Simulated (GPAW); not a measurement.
Two runs for the Zn K edge of atom 1 in Zn2P2O7 (C2/m). Run A: GPAW, LDA, full core hole (charged cell), 22-atom cell with 6.5 Å between holes, 3×3×3 k points, dipole transitions, Gaussian full width 1.67 eV up to 4 eV, rising linearly to 3.5 eV at 25 eV. Run B has a fault in its input.

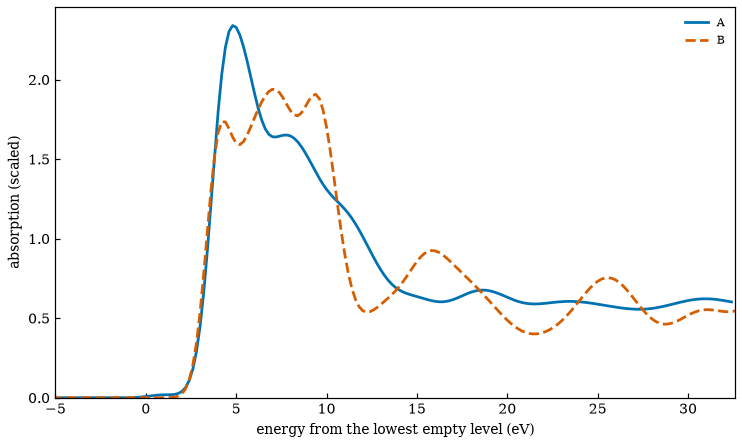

Energy from the lowest empty level; intensity scaled to a mean of 1 over the first 20 eV.

Q: What went wrong in run B?

The spectrum is summed over the zone centre alone. The scaled spectrum changes by 23 % r.m.s. Another feature, at 7.0 eV (1.94), becomes the highest below 24 eV; the one at 4.8 eV (2.34) is now at 4.2 eV (1.74). Other settings could leave a like mark; this is the one that was changed.

[Hosts, paths, dates, database ids (printed as entryN), source tags and the programs' standing remarks are cut or masked in the printed files.]

[Lists of maxima count a maximum above −3 eV only where it reaches 4 % of the highest in the window and stands out from its surroundings by 2 % of it (1.5 % where it reaches 55 %); shoulders and weaker maxima are passed over, and of the rest the first, up to two pre-edge ones and the few strongest are named.]
